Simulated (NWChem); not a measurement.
**GeH2F2: energy and gradient calculation (part 1 of 2)**

GeH2F2, computed with HF/3-21G, RHF (NWChem 7.3.0).

The geometry comes from this level: GFN2-xTB.

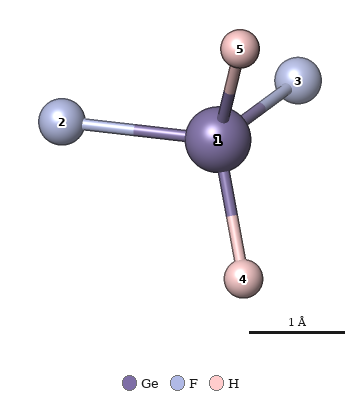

**Figure 1.** The input geometry (ball-and-stick view, seen at an oblique angle; atoms are numbered from 1 in the order of the input). Sticks mark near contacts. Bond lengths as drawn: F–Ge 1.72 Å and Ge–H 1.49 Å.

**Input file**
```
start m1
memory 2200 mb
charge 0

geometry noautosym nocenter noautoz
  Ge    -0.132280     0.000410    -0.092480
  F     -0.009760    -0.018810     1.623630
  F      1.520450     0.011210    -0.569850
  H     -0.691920     1.329840    -0.464690
  H     -0.686500    -1.322660    -0.496610
end

basis spherical bse
  Ge library 3-21G
  F library 3-21G
  H library 3-21G
end

scf
  thresh 1e-08
  maxiter 80
end

task scf gradient
```

Command:
```bash
nwchem m1.nw > m1.out
```

**Output**
```
Northwest Computational Chemistry Package (NWChem) 7.3.0
             --------------------------------------------------------

           Job information
           ---------------

    nwchem branch   = 7.3.0
    use scalapack   = T
    input           = m1.nw
    prefix          = m1.
    data base       = ./m1.db
    status          = startup
    nproc           =        1

           Memory information
           ------------------

    heap     =     72089598 doubles =      550.0 Mbytes
    stack    =     72089595 doubles =      550.0 Mbytes
    global   =    144179200 doubles =     1100.0 Mbytes (distinct from heap & stack)
    total    =    288358393 doubles =     2200.0 Mbytes
    verify   = yes
    hardfail = no

           Directory information
           ---------------------

  0 permanent = .
  0 scratch   = .

                                NWChem Input Module
                                -------------------

 Scaling coordinates for geometry "geometry" by  1.889725989
 (inverse scale =  0.529177249)

                             Geometry "geometry" -> ""
                             -------------------------

 Output coordinates in angstroms (scale by  1.889725989 to convert to a.u.)

  No.       Tag          Charge          X              Y              Z
 ---- ---------------- ---------- -------------- -------------- --------------
    1 Ge                  32.0000    -0.13228000     0.00041000    -0.09248000
    2 F                    9.0000    -0.00976000    -0.01881000     1.62363000
    3 F                    9.0000     1.52045000     0.01121000    -0.56985000
    4 H                    1.0000    -0.69192000     1.32984000    -0.46469000
    5 H                    1.0000    -0.68650000    -1.32266000    -0.49661000

      Atomic Mass
      -----------

      Ge                73.921900
      F                 18.998400
      H                  1.007825

 Effective nuclear repulsion energy (a.u.)     223.5088520840

            Nuclear Dipole moment (a.u.)
            ----------------------------
        X                 Y               Z
 ---------------- ---------------- ----------------
    15.0891407654    -0.0908958201    10.5132259758

            XYZ format geometry
            -------------------
     5
 geometry
 Ge                   -0.13228000     0.00041000    -0.09248000
 F                    -0.00976000    -0.01881000     1.62363000
 F                     1.52045000     0.01121000    -0.56985000
 H                    -0.69192000     1.32984000    -0.46469000
 H                    -0.68650000    -1.32266000    -0.49661000

 ==============================================================================
                                internuclear distances
 ------------------------------------------------------------------------------
       center one      |      center two      | atomic units |  angstroms
 ------------------------------------------------------------------------------
    2 F                |   1 Ge               |     3.25143  |     1.72059
    3 F                |   1 Ge               |     3.25094  |     1.72032
    4 H                |   1 Ge               |     2.81507  |     1.48967
    5 H                |   1 Ge               |     2.81626  |     1.49030
 ------------------------------------------------------------------------------
                         number of included internuclear distances:          4
 ==============================================================================

 ==============================================================================
                                 internuclear angles
 ------------------------------------------------------------------------------
        center 1       |       center 2       |       center 3       |  degrees
 ------------------------------------------------------------------------------
    2 F                |   1 Ge               |   3 F                |   102.03
    2 F                |   1 Ge               |   4 H                |   106.61
    2 F                |   1 Ge               |   5 H                |   106.68
    3 F                |   1 Ge               |   4 H                |   106.62
    3 F                |   1 Ge               |   5 H                |   106.71
    4 H                |   1 Ge               |   5 H                |   125.79
 ------------------------------------------------------------------------------
                            number of included internuclear angles:          6
 ==============================================================================

                      Basis "ao basis" -> "" (spherical)
                      -----
  [basis functions not shown]

 Summary of "ao basis" -> "" (spherical)
 ------------------------------------------------------------------------------
       Tag                 Description            Shells   Functions and Types
 ---------------- ------------------------------  ------  ---------------------
 Ge                          3-21G                  10       22   5s4p1d
 F                           3-21G                   5        9   3s2p
 H                           3-21G                   2        2   2s

                                 NWChem SCF Module
                                 -----------------

  ao basis        = "ao basis"
  functions       =    44
  atoms           =     5
  closed shells   =    26
  open shells     =     0
  charge          =   0.00
  wavefunction    = RHF
  input vectors   = atomic
  output vectors  = ./m1.movecs
  use symmetry    = F
  symmetry adapt  = F

 Summary of "ao basis" -> "ao basis" (spherical)
 ------------------------------------------------------------------------------
       Tag                 Description            Shells   Functions and Types
 ---------------- ------------------------------  ------  ---------------------
 Ge                          3-21G                  10       22   5s4p1d
 F                           3-21G                   5        9   3s2p
 H                           3-21G                   2        2   2s

 Forming initial guess at       0.0s

      Superposition of Atomic Density Guess
      -------------------------------------

 Sum of atomic energies:       -2263.98775445

      Non-variational initial energy
      ------------------------------

 Total energy =   -2264.198443
 1-e energy   =   -3609.021699
 2-e energy   =    1121.314404
 HOMO         =      -0.410121
 LUMO         =       0.085074

 Starting SCF solution at       0.1s

 ----------------------------------------------
         Quadratically convergent ROHF

 Convergence threshold     :          1.000E-08
 Maximum no. of iterations :           80
 Final Fock-matrix accuracy:          1.000E-10
 ----------------------------------------------

              iter       energy          gnorm     gmax       time
             ----- ------------------- --------- --------- --------
                 1    -2264.3186496955  1.14D+00  3.22D-01      0.2
                 2    -2264.3857016343  2.71D-01  8.59D-02      0.3
                 3    -2264.3910274705  1.73D-02  4.96D-03      0.5
                 4    -2264.3910696794  2.69D-04  9.51D-05      0.8
                 5    -2264.3910696853  1.22D-08  4.71D-09      1.2
                 6    -2264.3910696853  2.33D-10  6.95D-11      1.5

       Final RHF  results
       ------------------

         Total SCF energy =  -2264.391069685312
      One-electron energy =  -3607.699178128792
      Two-electron energy =   1119.799256359515
 Nuclear repulsion energy =    223.508852083965

        Time for solution =      1.4s

             Final eigenvalues
             -----------------

              1
    1 -402.7942
    2  -52.0163
    3  -46.0285
    4  -46.0285
    5  -46.0282
    6  -26.1117
    7  -26.1111
    8   -7.2345
    9   -5.1886
   10   -5.1883
   11   -5.1878
   12   -1.6614
   13   -1.6481
   14   -1.6364
   15   -1.6359
   16   -1.6348
   17   -1.5247
   18   -1.4949
   19   -0.7731
   20   -0.6417
   21   -0.6279
   22   -0.6235
   23   -0.5903
   24   -0.5780
   25   -0.5546
   26   -0.5073
   27    0.1458
   28    0.1578
   29    0.2179
   30    0.2865
   31    0.3482
   32    0.3968
   33    0.5218
   34    0.5234
   35    1.2743
   36    1.3313

                       ROHF Final Molecular Orbital Analysis
                       -------------------------------------

 Vector   17  Occ=2.000000D+00  E=-1.524712D+00
              MO Center=  6.4D-01, -3.2D-03,  4.4D-01, r^2= 1.9D+00
   Bfn.  Coefficient  Atom+Function         Bfn.  Coefficient  Atom+Function
  ----- ------------  ---------------      ----- ------------  ---------------
    28      0.520752  2 F  s                 37      0.522504  3 F  s
    22     -0.225324  1 Ge d  2              20     -0.167893  1 Ge d  0
    23     -0.166458  2 F  s                 32     -0.167025  3 F  s
    24      0.161135  2 F  s                 33      0.161703  3 F  s

 Vector   18  Occ=2.000000D+00  E=-1.494907D+00
              MO Center=  6.0D-01, -3.1D-03,  4.2D-01, r^2= 1.9D+00
   Bfn.  Coefficient  Atom+Function         Bfn.  Coefficient  Atom+Function
  ----- ------------  ---------------      ----- ------------  ---------------
    28      0.524519  2 F  s                 37     -0.522541  3 F  s
    20     -0.303570  1 Ge d  0              22      0.174913  1 Ge d  2
    23     -0.167120  2 F  s                 32      0.166493  3 F  s
    24      0.163531  2 F  s                 33     -0.162930  3 F  s

 Vector   19  Occ=2.000000D+00  E=-7.730585D-01
              MO Center=  6.5D-02, -9.1D-05,  4.5D-02, r^2= 2.4D+00
   Bfn.  Coefficient  Atom+Function         Bfn.  Coefficient  Atom+Function
  ----- ------------  ---------------      ----- ------------  ---------------
    10      0.464976  1 Ge s                  6     -0.240701  1 Ge s
    31     -0.212810  2 F  pz                38     -0.207179  3 F  px
    27     -0.197049  2 F  pz                34     -0.193141  3 F  px
    28     -0.171317  2 F  s                 37     -0.171418  3 F  s
```
